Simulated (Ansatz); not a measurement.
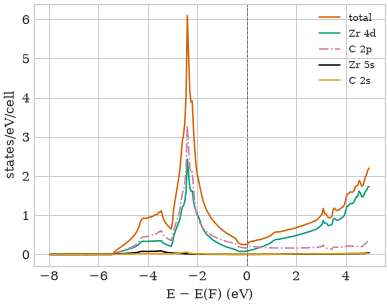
Figure. Total and projected density of states of ZrC (rock salt, Fm-3m), DFT-PBEsol in the program Ansatz with PAW potentials

### Question
Which orbitals carry the states next to the Fermi level?

### Answer
Within 0.5 eV of the Fermi level: C 2p 62 %, Zr 4d 34 %. Projections are on Löwdin-orthogonalised atomic valence shells; empty p or d shells of many metals are not among them.

### Question
Where is the tallest occupied peak in this window, and what makes it?

### Answer
Near -2.4 eV, about 6.1 states/eV per cell; the largest projected share is C 2p.

The PBEsol relaxation kept the symmetry of its start; of distortions, only those at the zone centre were tested. No spin polarisation was allowed. Spin–orbit coupling is left out wherever it is not named.

Potentials: the later of the program's two PAW sets.
